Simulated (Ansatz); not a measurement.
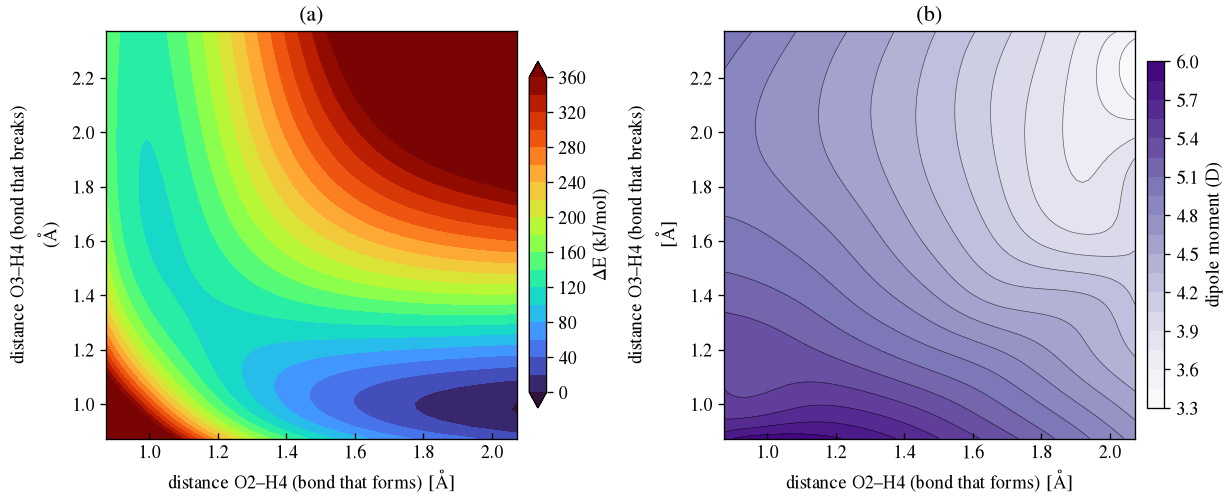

The reacting system CH5InO2 (fragments CH₅InO₂ where the first distance is long, CH₃InO + H₂O where the second is long). The first coordinate is: distance O2–H4 (bond that forms); the second: distance O3–H4 (bond that breaks). Relaxed at each point: all other coordinates. Grid: 8 × 8 points. Points are written as (first, second). Energies: kJ/mol, counted from the lowest grid point. The reference is spin-restricted, so regions where a bond is pulled apart into radicals lie too high. All numbers below come from RKS PBE0-D4/def2-SVP (Ansatz 0.2.0).

Panel (a) is the energy; panel (b) is the computed dipole moment, in D.

In the figure: filled contours, one colour for all values above the top of the scale. Between grid points the surface is interpolated.

### How does the dipole moment vary over the map, and what is it at the lowest grid point?

Leaving out the highest fifth of the energies, it runs from 3.94 D at (1.863 Å, 1.618 Å) to 5.91 D at (1.124 Å, 0.873 Å). At the lowest grid point, (2.073 Å, 1.005 Å), it is 4.56 D. That point lies on the edge of the scan.
